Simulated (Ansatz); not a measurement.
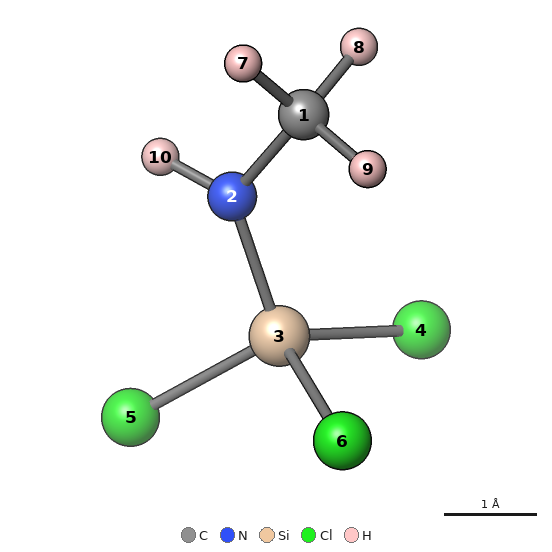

Orthographic view. Distant atoms are faded towards the background colour. The computed structure is the end point of a PBE-D4/def2-SVP optimisation. No frequency run is at hand to confirm it as a minimum.

Write a MOL file (V2000) with the atoms in numerical order, bonds sorted by atom number with the orders drawn, and coordinates in the frame of the picture: x right, y up, z towards the viewer, origin at the mean position.

```
CH4Cl3NSi
                    3D

 10  9  0  0  0  0  0  0  0  0999 V2000
    0.2100    1.2300    0.7900 C   0  0  0  0  0  0  0  0  0  0  0  0
   -0.5600    0.3300   -0.0600 N   0  0  0  0  0  0  0  0  0  0  0  0
   -0.0500   -1.1900   -0.6400 Si  0  0  0  0  0  4  0  0  0  0  0  0
    1.5000   -1.1200   -2.0200 Cl  0  0  0  0  0  0  0  0  0  0  0  0
   -1.6700   -2.0800   -1.5500 Cl  0  0  0  0  0  0  0  0  0  0  0  0
    0.6400   -2.3300    0.9400 Cl  0  0  0  0  0  0  0  0  0  0  0  0
   -0.4500    1.7800    1.4800 H   0  0  0  0  0  0  0  0  0  0  0  0
    0.8200    1.9700    0.2100 H   0  0  0  0  0  0  0  0  0  0  0  0
    0.9100    0.6300    1.4100 H   0  0  0  0  0  0  0  0  0  0  0  0
   -1.3500    0.7700   -0.5500 H   0  0  0  0  0  0  0  0  0  0  0  0
  1  2  1  0
  1  7  1  0
  1  8  1  0
  1  9  1  0
  2  3  1  0
  2 10  1  0
  3  4  1  0
  3  5  1  0
  3  6  1  0
M  END
```
